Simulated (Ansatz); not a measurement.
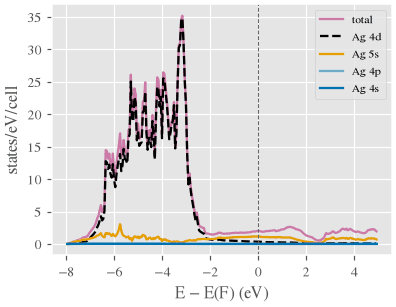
Total and projected density of states of Ag in space group P6/mmm (No. 191; Ag on 2e, Ag on 2d, Ag on 3f), the program Ansatz at the PBEsol level (PAW)

Task: Which orbitals carry the states next to the Fermi level?

Result: Within 0.5 eV of the Fermi level: Ag 5s 58 %, Ag 4d 18 %, outside the projected shells 24 %. Projections are on Löwdin-orthogonalised atomic valence shells; empty p or d shells of many metals are not among them.

Task: Where is the tallest occupied peak in this window, and what makes it?

Result: Near -3.1 eV, about 35 states/eV per cell; the largest projected share is Ag 4d.

The start of the workflow was typed in or built on a structure type; neither database checked (COD, Materials Project) lists it. It is not the phase usual at ambient conditions (space group No. 225). Symmetry was held in the PBEsol relaxation. At this level the phase is mechanically unstable. The run is not spin-polarised. Scalar-relativistic: spin–orbit coupling is off unless named, which matters more the heavier the elements.

Potentials: the earlier of the program's two PAW sets. The files were generated under PBE; for other functionals the program regenerates the frozen cores, and for LDA and PBEsol the local potential too.
